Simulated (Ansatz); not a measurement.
Cost and result by functional for the adsorption energy of SiH3 on the 1x1 (111) surface of fcc Cu, one in a 2x2 cell, started at the site 'hollow Cu-Cu-Cu over Cu at depth 4.1 Å', in Ansatz (plane waves, PAW). Single points on the PBE structure, on one kind of machine; costs are rough ratios of the slab run's core time (references not counted) to the cheapest single point. r2SCAN's cost holds its higher cutoff (500 against 420 eV). Differences are taken against r2SCAN for comparison alone: no measured value is at hand, so the table doesn't rank accuracy.

Set-up: 20 atoms, 6.2 Å thick at the start under the adsorbate (thin: gaps and levels are the slab's own); mesh 6x6x1; 0.1 eV smearing; dipole correction on; 8 atoms held, the rest relaxed; held to the start's symmetry, so lower structures may exist; spin-polarised, no spin-orbit, no U, no dispersion correction. The starting moment vanished. At the end it is bonded to 3 Cu. In PBE it is, or lies within 0.03 eV of, the lowest of the starts that converged. These notes are the PBE run's. r2SCAN: The program's check for a lower electronic state was not made. Adsorption energies are against SiH4(g) − ½ H2(g). A negative adsorption energy means that the adsorbate is more stable on the surface than in its reference.

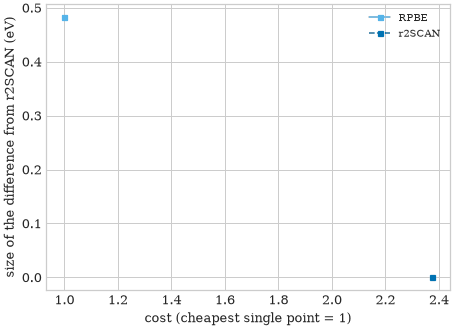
Figure: Difference from r2SCAN against cost

| functional | relative cost | adsorption energy (eV) | less r2SCAN (eV) |
|---|---|---|---|
| RPBE | 1 | -0.01 | 0.48 |
| r2SCAN | 2 | -0.49 | 0.00 |
| PBE (the relaxed run's value) | – | -0.31 | 0.18 |

The values span 0.48 eV, while the single points' costs differ by a factor of roughly 2. Differences are of unrounded values.

Ansatz is an electronic-structure program.
